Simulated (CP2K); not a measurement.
Consider butanone at its PBE geometry (Å).

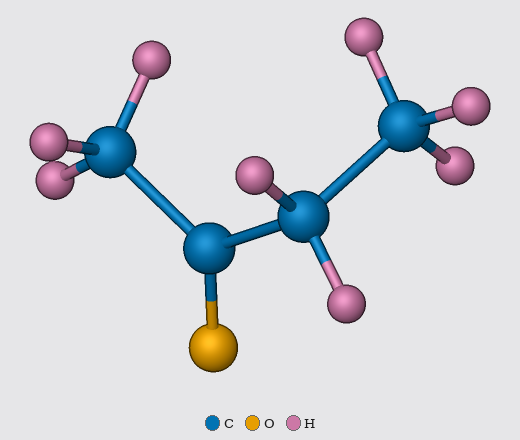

The molecule (carbon blue, oxygen orange, hydrogen pink).

```xyz
13

C     1.5739    0.2769   -0.3879
C     0.6266   -0.6671    0.3734
C    -0.7894   -0.6351   -0.1851
C    -1.6558    0.5508    0.1943
O    -1.2102   -1.5311   -0.9107
H     2.5884    0.2187    0.0279
H     1.2481    1.3238   -0.3225
H     1.6277    0.0026   -1.4499
H     0.9863   -1.7013    0.3001
H     0.6030   -0.3831    1.4373
H    -1.1361    1.5015    0.0019
H    -1.8600    0.5194    1.2767
H    -2.6026    0.5238   -0.3554
```

Method: CP2K XAS_TDP, all-electron GAPW, PBEh(45%), aug-cc-pVDZ, TDA, GW2X-corrected core level, no relativity.

Question: Where do the C K-edge lines lie, and how strong are they?

Leading lines: C1 290.23 eV, C2 290.27 eV, C3 288.46 eV and C4 291.06 eV. The leading line of an atom is its first one with 35 % of the strongest within 2.5 eV of its lowest line over the strength cut. Core ionisation energies at this level: C2 292.31, C3 295.09, C1 292.36 and C4 292.47 eV.

The first six lines of each atom with a strength over 0.0015:

```tsv
atom	energy (eV)	states	strength, one atom	above the computed threshold
C1 (bonded to C and 3 H)	289.93	1	0.0028	
	290.23	1	0.0131	
	290.96	1	0.0194	
	291.05	1	0.0133	
	291.35	1	0.0075	
	291.99	1	0.0037	
C2 (bonded to 2 C and 2 H)	290.27	1	0.0096	
	290.91	1	0.0189	
	291.15	1	0.0026	
	291.50	1	0.0037	
	292.01	1	0.0067	
	292.09	1	0.0030	
C3 (bonded to 2 C and O)	288.46	1	0.0701	
	294.76	1	0.0055	
	295.04	1	0.0025	
	295.33	1	0.0018	yes
	295.79	1	0.0030	yes
	295.97	1	0.0032	yes
C4 (bonded to C and 3 H)	290.26	1	0.0063	
	291.06	1	0.0202	
	291.26	1	0.0186	
	291.73	1	0.0030	
	292.16	1	0.0068	
	292.34	1	0.0052
```

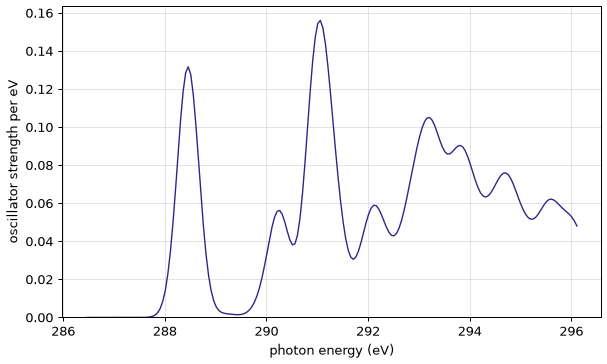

All atoms added, broadened by 0.5 eV.

Lines are vertical, at one geometry, with no vibrational structure. GW2X ionisation energies and lines can be off by 1 to 2 eV either way, and a good line position may hide errors that cancel. These values hold no scalar relativity, about 0.1 eV for C 1s. Rydberg lines, and the discretised continuum above threshold, depend on the basis and the box.

[Banner, clock and machine lines of the logs are left out without a mark of their own.]

[Logs are printed without paths, hosts, clocks, repeated set-up lines and the standing remarks that a program may print on its own settings, such as how far it seeks lower states.]

[Hosts, paths, dates, database ids (printed as entryN), source tags and the programs' standing remarks are cut or masked in the printed files.]
